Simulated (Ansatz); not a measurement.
The parent structure is NaF in the rock salt structure (space group Fm-3m, No. 225; a = 4.7012 Å).

One thing is altered: every lattice vector is stretched by 1.50 %, atoms relaxed at fixed cell.

The values are results of PBE, PAW, 420 eV (Ansatz, an electronic-structure program; no spin-orbit coupling), not measurements.

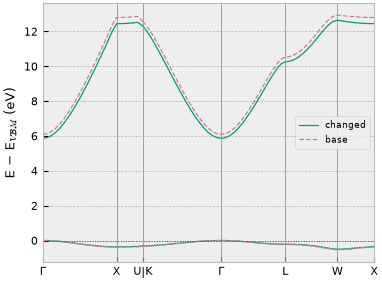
Figure: Highest valence and lowest conduction band along the path, each from its own valence-band maximum

**Question.** Read the changed gap and its character from the plot.

**Answer.** About 5.9 eV, direct at Γ.

The cells carry an imposed strain or load. Whether these cells are dynamically stable was not tested.
